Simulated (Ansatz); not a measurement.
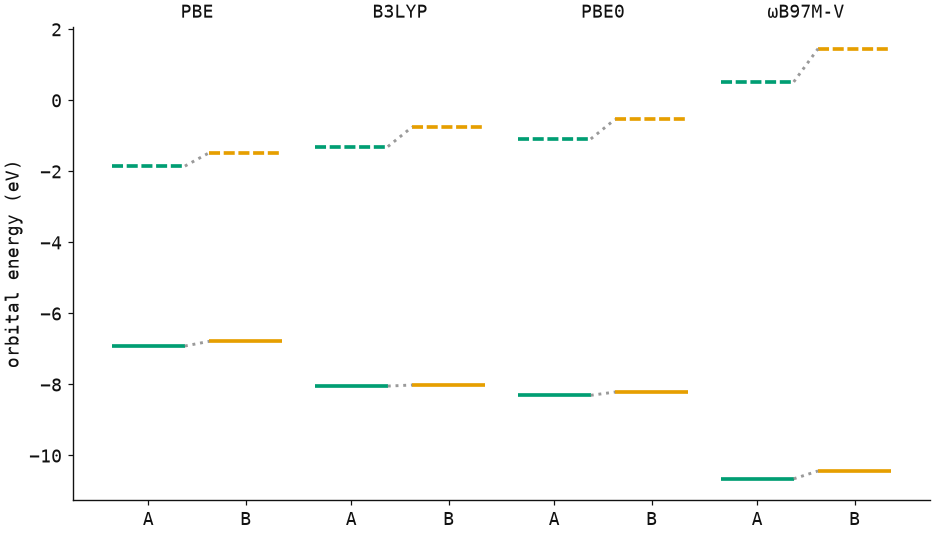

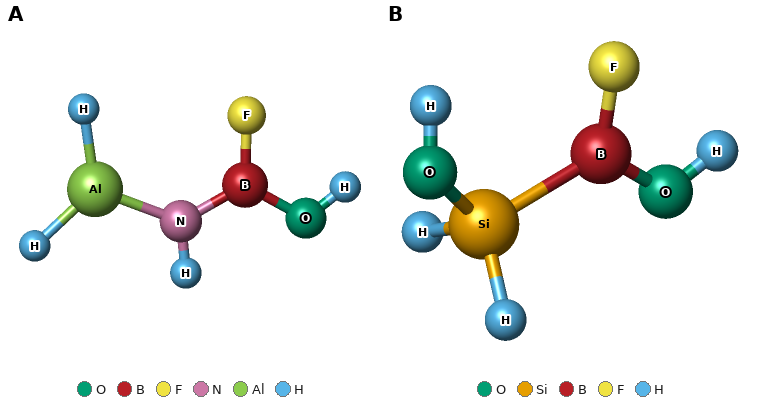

One change: A, AlBNH₄OF (SMILES OB(F)[NH][AlH2]), becomes B, BSiH₄O₂F (SMILES O[SiH2]B(O)F). AlNH₃ (bound through N) on B is replaced by SiH₃O (bound through Si). HOMO (solid) and LUMO (dashed) computed in def2-TZVPP at PBE0-D4/def2-TZVP geometries, both minima by their frequencies, gas phase, the Ansatz code. Empty levels above zero depend strongly on the basis.

### What does the change do to HOMO and LUMO?

PBE: the HOMO rises by 0.13 eV, the LUMO rises by 0.38 eV, and the separation goes from 5.06 to 5.31 eV. B3LYP: the HOMO rises by 0.03 eV, the LUMO rises by 0.55 eV, and the separation goes from 6.74 to 7.27 eV. PBE0: the HOMO rises by 0.09 eV, the LUMO rises by 0.55 eV, and the separation goes from 7.22 to 7.68 eV. ωB97M-V: the HOMO rises by 0.22 eV, the LUMO rises by 0.94 eV, and the separation goes from 11.17 to 11.89 eV.

### Do the functionals agree on the effect?

They agree on the direction for both levels; the HOMO shift lies between 0.03 and 0.22 eV and the LUMO shift between 0.38 and 0.94 eV, while the separations themselves differ by up to 6.6 eV between functionals.

Known limits of this run: one conformer of each flexible molecule.
